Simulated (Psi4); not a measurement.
# One shape, several levels: CH2BN (SMILES BC#N)

Wanted: a comparison of 4 runs (HF/6-31+G*, B3LYP/6-31G*, B3LYP/6-31G**, U-r2SCAN50/6-31+G*) of CH2BN. 

Program for the calculation: Psi4 1.11.

2 further runs of the same task are left out: 1 that didn't finish, 1 set aside as unsound or not needed.

## 1. The structure to begin with

CH2BN has 5 atoms, charge 0, and is taken as a singlet. SMILES: `BC#N`. The shape is that of a PBE0-D4/def2-TZVP optimisation.

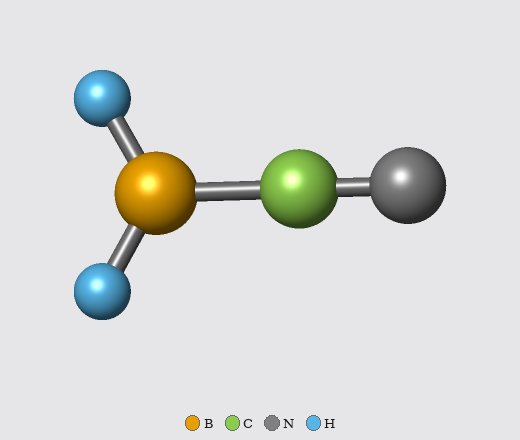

The structure, seen from a chosen angle (boron amber, carbon green, nitrogen grey, hydrogen blue).

## 2. Energy and forces at HF/6-31+G(d) (spherical functions) (run 1)

ch2bn.dat

```
memory 1600 MB

molecule mol {
  0 1
  B     -0.219200     0.441300    -0.341900
  C      0.352700    -0.696700     0.490700
  N      0.786500    -1.559600     1.122200
  H     -0.744300     0.187400    -1.377600
  H     -0.125900     1.554000     0.065300
  symmetry c1
}

set puream true
set e_convergence 1e-09
set d_convergence 1e-08
set scf_type pk

E, wfn = gradient('scf/6-31+G*', return_wfn=True)
oeprop(wfn, 'MULLIKEN_CHARGES', 'MAYER_INDICES', 'WIBERG_LOWDIN_INDICES', title='SCF')
```

Started as:

```console
$ psi4 -n 1 ch2bn.dat ch2bn.out
```

ch2bn.out:

```text
[...]
  Running in c1 symmetry.
[...]
  Nuclear repulsion =   46.207232349375985
[...]
  Multiplicity = 1
[...]
  Nalpha       = 10
  Nbeta        = 10
[...]
    Number of basis functions: 58
[...]
   @RHF iter   1:  -118.10188455932447   -1.27479e+00   4.55692e-03 DIIS/ADIIS
[...]
   @RHF iter  12:  -118.14711210961700   -3.41061e-13   1.96271e-09 DIIS
[...]
  @RHF Final Energy:  -118.14711210961700
   => Energetics <=
    Nuclear Repulsion Energy =             46.2072323493759853
    One-Electron Energy =                -249.9795309703615942
    Two-Electron Energy =                  85.6251865113686250
    Total Energy =                       -118.1471121096169981
[...]
  -Total Gradient:
     Atom            X                  Y                   Z
    ------   -----------------  -----------------  -----------------
       1        0.007115476500    -0.014064304527     0.010357085015
       2       -0.019901906004     0.039559678634    -0.028968858194
       3        0.014276438460    -0.028387120932     0.020782011668
       4       -0.001827116777    -0.000932398886    -0.003607253968
       5        0.000337107821     0.003824145711     0.001437015479
[...]
  Mulliken Charges: (a.u.)
   Center  Symbol    Alpha    Beta     Spin     Total
       1     B     2.39361  2.39361  0.00000  0.21279
       2     C     3.01187  3.01187  0.00000 -0.02374
       3     N     3.61517  3.61517  0.00000 -0.23034
       4     H     0.48968  0.48968  0.00000  0.02064
       5     H     0.48967  0.48967  0.00000  0.02066
   Total alpha = 10.00000, Total beta = 10.00000, Total charge =  0.00000
  Mayer Bond Indices:
[...]
```

Run time: 3.6 s. Hardware: 1 thread of AMD EPYC 7R43 (Zen 3), shared host; peak memory 0.21 GiB.

## 3. Energy and gradient at B3LYP/6-31G(d) (Cartesian functions) (run 2)

job.json

```json
{
  "schema_name": "qcschema_input",
  "schema_version": 1,
  "molecule": {
    "schema_name": "qcschema_molecule",
    "schema_version": 2,
    "symbols": ["B", "C", "N", "H", "H"],
    "geometry": [-0.41422797, 0.83393614, -0.64609736, 0.6665064, -1.31657219, 0.92728861, 1.4862696, -2.94721686, 2.12065066, -1.40652315, 0.35413468, -2.60328671, -0.23791652, 2.9366344, 0.12339912],
    "molecular_charge": 0,
    "molecular_multiplicity": 1,
    "fix_symmetry": "c1"
  },
  "driver": "gradient",
  "model": {
    "method": "b3lyp",
    "basis": "6-31G*"
  },
  "keywords": {
    "puream": false,
    "e_convergence": 1e-09,
    "d_convergence": 1e-08,
    "scf_type": "pk",
    "dft_radial_points": 99,
    "dft_spherical_points": 590,
    "scf_properties": ["MAYER_INDICES", "DIPOLE", "QUADRUPOLE"]
  }
}
```

Started as:

```console
$ psi4 --qcschema job.json -n 1 --memory 1600MB
```

stdout:

```text
[...]
  Running in c1 symmetry.
[...]
  Nuclear repulsion =   46.207232356449126
[...]
  Multiplicity = 1
[...]
  Nalpha       = 10
  Nbeta        = 10
[...]
    Number of basis functions: 49
[...]
   @RKS iter   1:  -118.76466533550645   -6.39661e-01   9.41389e-03 DIIS/ADIIS
[...]
   @RKS iter  10:  -118.87597043874551   -6.16751e-12   7.02085e-09 DIIS
[...]
    Orbital Energies [Eh]
    ---------------------
    Doubly Occupied:
       1A    -14.363070     2A    -10.226493     3A     -6.817206
       4A     -0.924019     5A     -0.615525     6A     -0.450697
       7A     -0.413731     8A     -0.375893     9A     -0.369687
      10A     -0.340395
[...]
  @RKS Final Energy:  -118.87597043874551
   => Energetics <=
    Nuclear Repulsion Energy =             46.2072323564491256
    One-Electron Energy =                -250.4451770205733396
    Two-Electron Energy =                  99.1478654191204640
    DFT Exchange-Correlation Energy =     -13.7858911937417812
    Empirical Dispersion Energy =           0.0000000000000000
    VV10 Nonlocal Energy =                  0.0000000000000000
    Total Energy =                       -118.8759704387455116
[...]
  -Total Gradient:
     Atom            X                  Y                   Z
    ------   -----------------  -----------------  -----------------
       1        0.000619148955    -0.001145291972     0.000900932425
       2        0.009566799286    -0.019057272789     0.013930152658
       3       -0.010630974583     0.021156345052    -0.015476646928
       4        0.000207573963    -0.000497018817     0.000290616694
       5        0.000237788236    -0.000457423846     0.000355433304
[...]
```

The result, in JSON:

```text
{
 "driver": "gradient",
 "model": {
  "method": "b3lyp",
  "basis": "6-31G*"
 },
 "success": true,
 "return_result": [0.0006191489548714527, -0.0011452919719974822, 0.0009009324248895681, 0.009566799285509076, -0.019057272788998547, 0.013930152658052197, -0.010630974582519714, 0.021156345052102232, -0.015476646927966908, 0.0002075739628205342, -0.0004970188167623263, 0.0002906166935251475, 0.00023778823583180987, -0.0004574238458295299, 0.00035543330376074794],
 "properties": {
  "calcinfo_nbasis": 49,
  "calcinfo_nmo": 49,
  "calcinfo_nalpha": 10,
  "calcinfo_nbeta": 10,
  "calcinfo_natom": 5,
  "nuclear_repulsion_energy": 46.207232356449126,
  "return_energy": -118.87597043874551,
  "return_gradient": [0.0006191489548714527, -0.0011452919719974822, 0.0009009324248895681, 0.009566799285509076, -0.019057272788998547, 0.013930152658052197, -0.010630974582519714, 0.021156345052102232, -0.015476646927966908, 0.0002075739628205342, -0.0004970188167623263, 0.0002906166935251475, 0.00023778823583180987, -0.0004574238458295299, 0.00035543330376074794],
  "scf_one_electron_energy": -250.44517702057334,
  "scf_two_electron_energy": 99.14786541912046,
  "scf_xc_energy": -13.785891193741781,
  "scf_dipole_moment": [-0.37369089603580696, 0.7435611956104875, -0.5440451115181117],
  "scf_total_energy": -118.87597043874551,
  "scf_total_gradient": [0.0006191489548714527, -0.0011452919719974822, 0.0009009324248895681, 0.009566799285509076, -0.019057272788998547, 0.013930152658052197, -0.010630974582519714, 0.021156345052102232, -0.015476646927966908, 0.0002075739628205342, -0.0004970188167623263, 0.0002906166935251475, 0.00023778823583180987, -0.0004574238458295299, 0.00035543330376074794],
  "scf_iterations": 10
 }
}
```

Wall time 12 s (1 thread of AMD EPYC 7R43 (Zen 3), shared host); peak memory 0.57 GiB.

Run 3 isn't shown in full; the table further down has it.

## 4. A single-point energy at U-r2SCAN50/6-31+G(d) (density fitting, Cartesian functions) (run 4)

run.py

```python
import psi4

psi4.set_memory(1600000000)
psi4.set_num_threads(1)
psi4.core.set_output_file('output.dat', False)

geom = psi4.geometry("""
0 1
B     -0.219200     0.441300    -0.341900
C      0.352700    -0.696700     0.490700
N      0.786500    -1.559600     1.122200
H     -0.744300     0.187400    -1.377600
H     -0.125900     1.554000     0.065300
""")

options = {'reference': 'uks', 'scf_type': 'mem_df'}
psi4.set_options(options)

energy_value, wavefunction = psi4.energy('r2scan50/6-31+G*', return_wfn=True)
print(f'total energy {energy_value:.8f} hartree = {energy_value * 27.211386:.5f} eV')
```

Started as:

```console
$ python run.py
```

output.dat:

```text
[...]
  Running in c1 symmetry.
[...]
  Nuclear repulsion =   46.207232349375985
[...]
  Multiplicity = 1
[...]
  Nalpha       = 10
  Nbeta        = 10
[...]
    Number of basis functions: 61
[...]
   @DF-UKS iter   1:  -118.69566645350358   -9.72212e-01   5.84315e-03 DIIS/ADIIS
[...]
   @DF-UKS iter   7:  -118.76554830990946   -1.54873e-07   8.80602e-07 DIIS
[...]
   @S^2 Observed:                1.776356839E-14
[...]
  @DF-UKS Final Energy:  -118.76554830990946
   => Energetics <=
    Nuclear Repulsion Energy =             46.2072323493759853
    One-Electron Energy =                -250.1964849953436669
    Two-Electron Energy =                  93.9940782155149748
    DFT Exchange-Correlation Energy =      -8.7703738794567734
    Empirical Dispersion Energy =           0.0000000000000000
    VV10 Nonlocal Energy =                  0.0000000000000000
    Total Energy =                       -118.7655483099094624
[...]
 Multipole Moments:
 ------------------------------------------------------------------------------------
     Multipole            Electronic (a.u.)      Nuclear  (a.u.)        Total (a.u.)
 ------------------------------------------------------------------------------------
 L = 1.  Multiply by 2.5417464519 to convert [e a0] to [Debye]
 Dipole X            :          0.4559015           -0.8903588           -0.4344573
 Dipole Y            :         -0.9067271            1.7712034            0.8644763
 Dipole Z            :          0.6635754           -1.2960883           -0.6325129
 Magnitude           :                                                    1.1559174
[...]
```

Standard output:

```text
total energy -118.76554831 hartree = -3231.77518 eV
```

Wall time 12 s (1 thread of AMD EPYC 7R43 (Zen 3), shared host); peak memory 0.66 GiB.

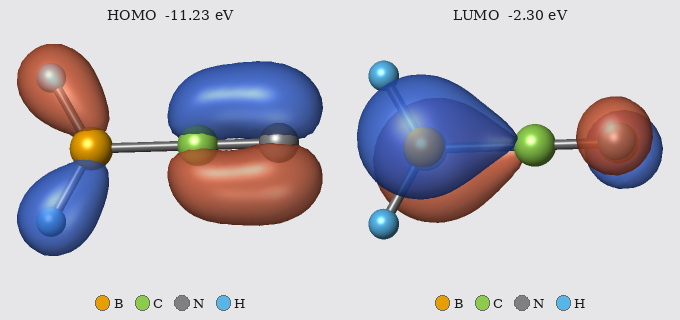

Frontier orbitals of this run (spin up), surfaces at ±0.2 Å^-3/2.

## 5. Overview of the runs

| run | level | Cartesian functions | integration grid | energy (Eh) | dipole moment (D) | HOMO energy (eV) | LUMO energy (eV) | wall time |
| --- | --- | --- | --- | --- | --- | --- | --- | --- |
| 1 | HF/6-31+G* (spherical functions) | no | – | -118.147112 | 3.11 | -12.93 | 0.20 | 3.6 s |
| 2 | B3LYP/6-31G* (Cartesian functions) | yes | 99 radial × 590 angular | -118.875970 | 2.53 | -9.26 | -3.26 | 12 s |
| 3 | B3LYP/6-31G** (spherical functions) | no | 99 radial × 590 angular | -118.874435 | 2.53 | -9.25 | -3.26 | 9.3 s |
| 4 | U-r2SCAN50/6-31+G* (density fitting, Cartesian functions) | yes | 75 radial × 302 angular | -118.765548 | 2.94 | -11.23 | -2.30 | 12 s |

## 6. What came out

| quantity | value |
| --- | --- |
| run 4: total energy | -118.76555 Eh |
| run 4: dipole moment | 2.94 D |
| run 4: HOMO energy | -11.23 eV |
| run 4: LUMO energy | -2.30 eV |
| run 4: HOMO–LUMO gap | 8.93 eV |

What this shows: The dipole moment (its size) runs from 2.53 D (B3LYP/6-31G**) to 3.11 D (HF/6-31+G*). The two ends differ in method and basis. The HOMO–LUMO gap runs from 5.99 eV (B3LYP/6-31G**) to 13.13 eV (HF/6-31+G*). Totals of different functionals can't be ranked against each other. All runs together took 37 s, the longest 12 s.
